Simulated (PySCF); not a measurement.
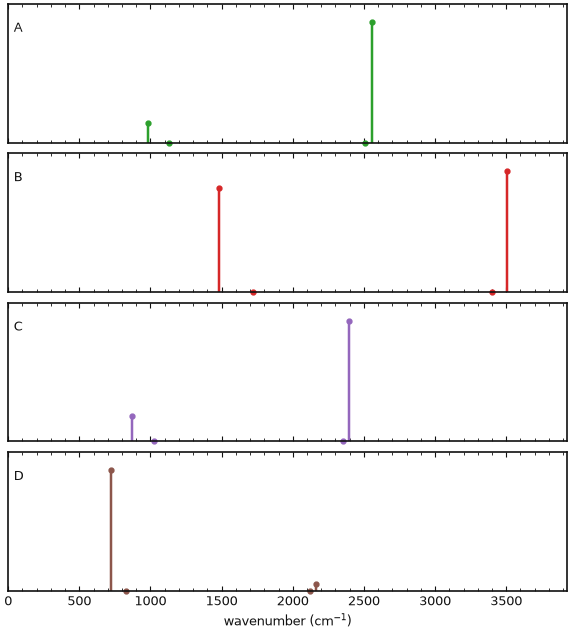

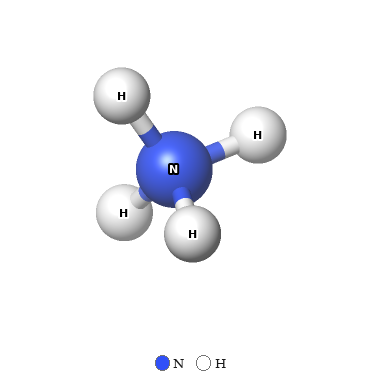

Harmonic infrared lines of NH₄⁺, PH₄⁺, AsH₄⁺ and SbH₄⁺, all Td singlets, each the lowest point that its search found (NH₄⁺ is drawn); the central atom changes down one group of the periodic table. PBE0/def2-TZVP (core potentials past Kr), PySCF, unscaled, no spin-orbit coupling; each panel is scaled to its strongest line, degenerate modes are one line with their intensities summed, and dots on the axis are modes too weak to show or inactive.

Which panel belongs to which molecule?

Answer. A: PH₄⁺ (strongest line 2558.1 cm⁻¹); B: NH₄⁺ (strongest line 3507.8 cm⁻¹); C: AsH₄⁺ (strongest line 2398.2 cm⁻¹); D: SbH₄⁺ (strongest line 724.0 cm⁻¹).

How do the bond length and the stretches change along the series?

Answer. Mean bond length: NH₄⁺ 1.024, PH₄⁺ 1.401, AsH₄⁺ 1.490, SbH₄⁺ 1.665 Å, rising down the group. Highest t2 mode: NH₄⁺ 3508, PH₄⁺ 2558, AsH₄⁺ 2398, SbH₄⁺ 2160 cm⁻¹, falling down the group.

Caveats, for all or some of the runs: no scalar relativity.
